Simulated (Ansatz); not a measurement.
# Free surface of ionic liquid triethylsulfonium formate with water: a series in temperature

How do cells made at different temperatures differ in energy, forces, levels, charges and cost?

Computed with Ansatz 0.2.0: Kohn-Sham DFT, PBE+D4, PAW (set soft_2). Every run is a single point, with the atoms held where the recipe put them (cutoff of the plane-wave runs 420 eV, fixed occupations).

First member: 3 triethylsulfonium, 3 formate, 1 H2O placed at random, at 1.08 g/cm³, as a film with 10 Å of vacuum; overlaps pushed apart, then 10 ps at 340 K with MMFF94 bonds, angles, torsions, charges and radii (Halgren, J. Comput. Chem. 17, 490 (1996)) in harmonic and 12-6 forms; SPC/E water (Berendsen, Grigera and Straatsma, J. Phys. Chem. 91, 6269 (1987)); charges of ions scaled by 0.8. Snapshot after 30 ps at 260 K and fixed volume.

Last member: 3 triethylsulfonium, 3 formate, 1 H2O placed at random, at 0.933 g/cm³, as a film with 10 Å of vacuum; overlaps pushed apart, then 10 ps at 490 K with MMFF94 bonds, angles, torsions, charges and radii (Halgren, J. Comput. Chem. 17, 490 (1996)) in harmonic and 12-6 forms; SPC/E water (Berendsen, Grigera and Straatsma, J. Phys. Chem. 91, 6269 (1987)); charges of ions scaled by 0.8. Snapshot after 30 ps at 440 K and fixed volume.

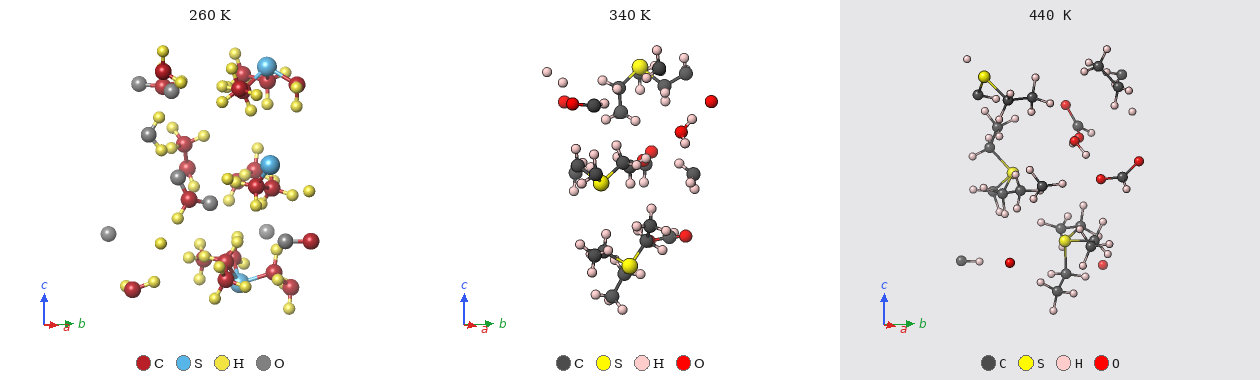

Three members of the series, labelled by temperature. Bonds to atoms that aren't drawn are left out. Some periodic images of atoms are drawn too.

The members:

| temperature (K) | reduced formula | atoms | valence electrons | k-mesh | basis |
| --- | --- | --- | --- | --- | --- |
| 260 | H50C21S3O7 | 81 | 194 | 1×1×1 | plane waves |
| 300 | H50C21S3O7 | 81 | 194 | 1×1×1 | plane waves |
| 340 | H50C21S3O7 | 81 | 194 | 1×1×1 | plane waves |
| 380 | H50C21S3O7 | 81 | 194 | 1×1×1 | plane waves |
| 440 | H50C21S3O7 | 81 | 194 | 1×1×1 | plane waves |

Each cell is one sample from a classical run, so sample-to-sample scatter enters every column.

The input of the first member, without its atom lines; other members have their own cell and atoms, and may differ in mesh, basis and outputs:

```yaml
crystal:
  lattice:
    - [8.39065, 0.0, 0.0]
    - [0.0, 8.39065, 0.0]
    - [0.0, 0.0, 21.10407]
  atoms:
    [... 81 lines ...]
kpoints:
  mp_grid: { grid: [1, 1, 1] }
hamiltonian:
  xc: pbe
  dispersion: d4
scf:
  occupations: { method: fixed }
output:
  forces: true
  populations: true
  dos:
    method: { smearing: { sigma: 0.1 } }
    de: 0.1
    projected: { site_lists: { C: [C], H: [H], O: [O], S: [S] } }
  eigenvalues: true
  write_density: true
  write_potential: true
  volumetric_format: npy
```

Results; charges are mean Löwdin charges in e:

| temperature (K) | energy less the first member's (meV/atom) | r.m.s. force (eV/Å) | gap (eV) | q(S) | q(H) | q(C) |
| --- | --- | --- | --- | --- | --- | --- |
| 260 | 0.0 | 0.828 | 2.11 | +0.77 | +0.21 | -0.28 |
| 300 | 1.5 | 0.908 | 1.31 | +0.74 | +0.21 | -0.28 |
| 340 | 16.3 | 0.929 | 1.07 | +0.73 | +0.22 | -0.28 |
| 380 | 22.4 | 0.984 | 0.391 | +0.77 | +0.22 | -0.29 |
| 440 | 29.5 | 1.03 | 1.41 | +0.74 | +0.21 | -0.28 |

The gap is that between the highest filled and lowest empty Kohn-Sham level on the run's k-points; surface or edge levels can set it, and semilocal functionals tend to put gaps under measured ones. The projection misses up to 0.038 e an atom, so the charges add up to more than the cell's charge.

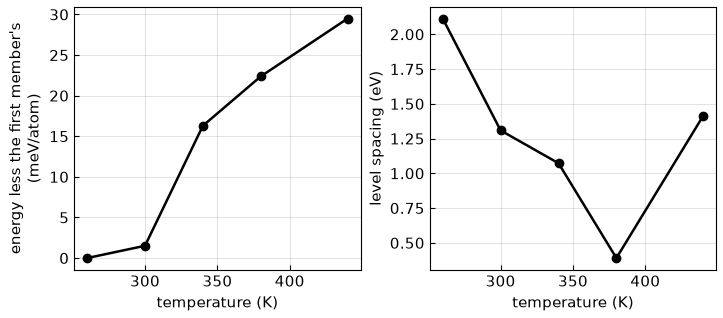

Results against temperature.

Cost on 8 threads of Arm Neoverse V2, shared host:

| temperature (K) | atoms | basis | k-mesh | SCF cycles | time | host memory (GiB) |
| --- | --- | --- | --- | --- | --- | --- |
| 260 | 81 | plane waves | 1×1×1 | 10 | 5.2 s | 1.3 |
| 300 | 81 | plane waves | 1×1×1 | 10 | 4.8 s | 1.3 |
| 340 | 81 | plane waves | 1×1×1 | 10 | 5 s | 1.3 |
| 380 | 81 | plane waves | 1×1×1 | 11 | 5.7 s | 1.4 |
| 440 | 81 | plane waves | 1×1×1 | 11 | 5.4 s | 1.4 |

Times include the outputs that each run asked for, on hosts shared with other jobs.

What the series shows: The energy against the first member goes steadily from 0.0 meV/atom at 260 to 29.5 meV/atom at 440 K; each member is a single configuration. The gap goes from 2.11 eV at 260 through a minimum of 0.391 eV at 380 to 1.41 eV at 440 K. The mean charge on S lies between +0.73 and +0.77 e, with no steady trend.

**Limits.** The network of contacts between molecules at the start is that of the classical potential that made the cell, and needn't be the one that DFT or experiment would give.

[Logs are printed without paths, hosts, clocks, repeated set-up lines and the standing remarks that a program may print on its own settings, such as how far it seeks lower states.]

[Hosts, paths, dates, database ids (printed as entryN), source tags and the programs' standing remarks are cut or masked in the printed files.]

[The MMFF94 radii named for the starting cell were scaled by 0.96; in molecules described by MMFF94, hydrogen bound to N, O or S took a small fixed 12-6 site in their place.]
